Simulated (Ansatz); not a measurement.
One crystal and one scan (energy against volume) at two levels, PBE-D3(BJ) (plane waves to 420 eV, PAW, scalar-relativistic; Ansatz, a quantum-chemistry and plane-wave program) and r2SCAN+rVV10 (plane waves to 500 eV, PAW, scalar-relativistic; Ansatz), each from its own relaxed cell and on its own mesh. The cell shown is that of PBE-D3(BJ).

WS2 (2H-MoS2 type, space group P6_3/mmc)

```xyz
6
Lattice="3.1543 0.0000 0.0000 -1.5771 2.7317 0.0000 0.0000 0.0000 12.1409" Properties=species:S:1:pos:R:3 pbc="T T T"
W      0.0000     1.8211     3.0352
W      1.5771     0.9106     9.1056
S      0.0000     1.8211     7.5310
S      1.5771     0.9106     1.4605
S      1.5771     0.9106     4.6099
S      0.0000     1.8211    10.6803
```

The volume is varied about the relaxed value V₀ at fixed cell shape. The atoms relax within the cell's symmetry.

Energies are smeared free energies. Spin-orbit coupling is left out, though W is heavy. The PAW data are Ansatz's earlier set. WS2 is run without spin polarisation. WS2 was relaxed with its symmetry unable to fall. With the shape held, the modulus is that of even scaling; a crystal free to change shape is softer. Percentages come from the unrounded values. Both scans cover V/V₀ from 0.940 to 1.060.

```csv
quantity,PBE-D3(BJ),r2SCAN+rVV10,PBE-D3(BJ) − r2SCAN+rVV10
Lattice constant a (Å),3.154,3.170,-0.016 (-0.5 %)
Lattice constant c (Å),12.14,12.49,-0.35 (-2.8 %)
Relaxed volume (Å³/atom),17.44,18.12,-0.68 (-3.8 %)
Pressure at the smallest volume (GPa),5.68,5.62,+0.06 (+1.1 %)
Energy cost of the largest compression (meV/atom),17.4,18.1,-0.7 (-4 %)
Energy cost of the largest expansion (meV/atom),14.2,14.8,-0.6 (-4 %)
Bulk modulus at fixed cell shape B₀ (third-order Birch-Murnaghan fit) (GPa),79.9,80.1,-0.2 (-0.2 %)
Pressure derivative B₀′ (fit),4.2,4.0,+0.2 (+6 %)
Pressure for 5 % compression (fit) (GPa),4.6,4.6,0.0
```

PBE-D3(BJ) gives the lower value for: lattice constant a; lattice constant c; relaxed volume; energy cost of the largest compression; energy cost of the largest expansion. They agree on: pressure at the smallest volume (within 1.5 %); bulk modulus at fixed cell shape B₀ (within 1.5 %); pressure for 5 % compression (within 1.5 %). Neither level is exact: the differences show how much the result hangs on the functional.

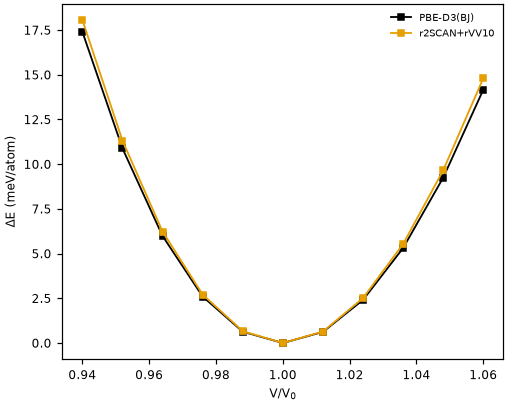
*ΔE, each from the relaxed starting cell of its own level.*

(A scan under strain: stresses follow from slopes of the energy per volume, elastic moduli from its curvatures.)
